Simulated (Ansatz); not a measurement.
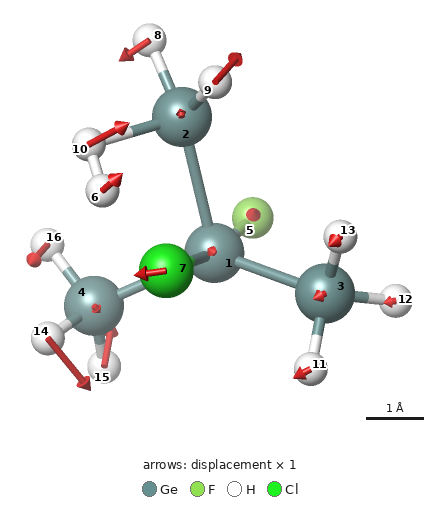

A constrained relaxation of Ge4H10ClF. The starting structure is drawn; red arrows show the displacements, at their true length. The two geometries are superimposed by the best rigid fit.

Style: ball-and-stick. Shown at a tilt.

The reaction that was planned forms Ge1–Cl7, Ge2–H6 and breaks Ge1–Ge2, H6–Cl7 (atoms numbered from 1 in input order).

Computed with RKS PBE0-D4/def2-SVP (Ansatz 0.2.0).

Input file:
```yaml
crystal:
  periodic: [false, false, false]
  atoms:
    - {symbol: Ge, position_ang: [-0.626500, -0.517700, -0.165900]}
    - {symbol: Ge, position_ang: [-0.472200, 2.058100, 0.088400]}
    - {symbol: Ge, position_ang: [0.006800, -1.060000, -2.460100]}
    - {symbol: Ge, position_ang: [-0.252300, -1.391200, 2.090200]}
    - {symbol: F, position_ang: [-2.517900, -0.467100, -0.178200]}
    - {symbol: H, position_ang: [1.716400, 1.379100, 0.844000]}
    - {symbol: Cl, position_ang: [1.984200, -0.019700, -0.312100]}
    - {symbol: H, position_ang: [-1.195600, 3.248800, 0.846200]}
    - {symbol: H, position_ang: [0.294500, 2.950700, -0.945500]}
    - {symbol: H, position_ang: [1.148000, 2.055200, 1.243100]}
    - {symbol: H, position_ang: [1.061700, -2.129100, -2.468300]}
    - {symbol: H, position_ang: [-1.139400, -1.556700, -3.308900]}
    - {symbol: H, position_ang: [0.562000, 0.175000, -3.112700]}
    - {symbol: H, position_ang: [1.202800, -1.537100, 2.428300]}
    - {symbol: H, position_ang: [-0.910600, -2.731400, 2.306500]}
    - {symbol: H, position_ang: [-0.861900, -0.456800, 3.105000]}
basis:
  gaussian: {orbitals: def2-SVP}
hamiltonian: {xc: pbe0, dispersion: d4}
relax: {f_tol: 0.04, max_steps: 150, escape_saddle: false, constraints: [{distance: [0, 6]}, {distance: [1, 5]}, {distance: [0, 1]}, {distance: [5, 6]}]}
```

Command:
```bash
ansatz run in.yaml --threads 4 --pin off --events-out ev --progress --plain --max-ram 41984MiB --backend cuda --devices 0, --max-vram 37GiB
```

**Which element moves most?**

Hydrogen: up to 1.33 Å, against 0.60 Å for chlorine.

**What did the optimiser do to the structure, and how much energy did it gain?**

Over 18 geometry steps the energy falls by 0.515 eV. Largest force component: 1.8 eV/Å at the start, 0.029 eV/Å at the end. The forces were under the threshold at step 16, but the run went on from there. H14 moves most after the best rigid fit: 1.33 Å. Largest moves by element: H 1.33 Å, Cl 0.60 Å, F 0.34 Å, Ge 0.27 Å. Among the contacts that change: Ge2–H10 1.990 → 1.832 Å, Ge1–F5 1.892 → 1.812 Å, Ge2–H8 1.586 → 1.547 Å, Ge3–H11 1.502 → 1.535 Å. Among the angles between lasting bonds that change: Ge1–Ge2–H8 140.0° → 123.0°, H8–Ge2–H9 96.4° → 108.0°, Ge3–Ge1–Ge4 138.4° → 129.4°. Groups turn about Ge1–Ge4 by about 45°, Ge1–Ge2 by about 40°. The run took about 80 s of wall time on a shared GPU.
